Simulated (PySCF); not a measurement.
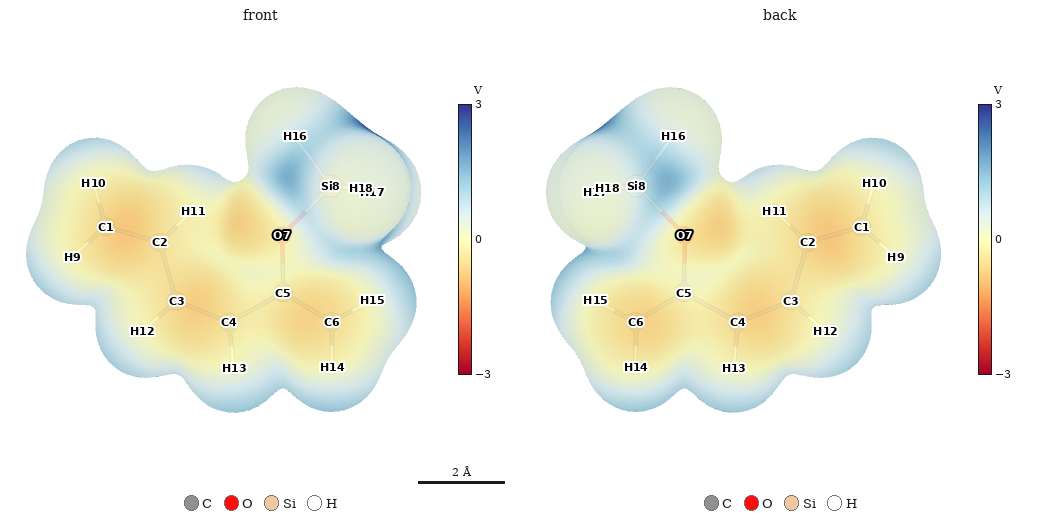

Figure. C$_{6}$H$_{10}$OSi (SMILES C=C/C=C\C(=C)O[SiH3]). The electrostatic potential painted on the density surface at 0.004 e/bohr³, seen from the front and from behind; the colour scale runs from red (negative) to blue (positive).

Geometry: GFN2-xTB.

Level of theory: PBE0/pcSseg-1, SCF density, gas phase, non-relativistic in PySCF.

Input file:

```
{"job": {"kind": "nmr", "xc": "PBE0", "basis": "pcSseg-1"}, "charge": 0, "multiplicity": 1}
C     -1.607277     0.152394     2.909922
C     -0.993496     0.032397     1.734041
C     -1.175561    -1.112979     0.880074
C     -0.615483    -1.351629    -0.318782
C      0.314379    -0.538995    -1.087136
C      0.764771    -0.960827    -2.274180
O      0.695035     0.642062    -0.551350
Si     1.683392     1.836398    -1.034393
H     -2.276306    -0.607700     3.281190
H     -1.462406     1.011526     3.541818
H     -0.329882     0.808223     1.386933
H     -1.850402    -1.867303     1.269220
H     -0.871736    -2.276750    -0.818109
H      0.452207    -1.901293    -2.686795
H      1.453311    -0.371045    -2.851655
H      1.541518     2.729406     0.106044
H      1.216507     2.433821    -2.287195
H      3.052668     1.348612    -1.211304
```

Command:

```sh
OMP_NUM_THREADS=1 python probes_run.py task.json out
```

Question: Where is the surface potential most negative and most positive?

Answer: The most negative region (about −0.8 V) lies over the π face of C1 and C2, the most positive (about +2.6 V) over Si8.

Question: What dipole moment does the calculation give?

Answer: Its dipole moment is 0.57 D.
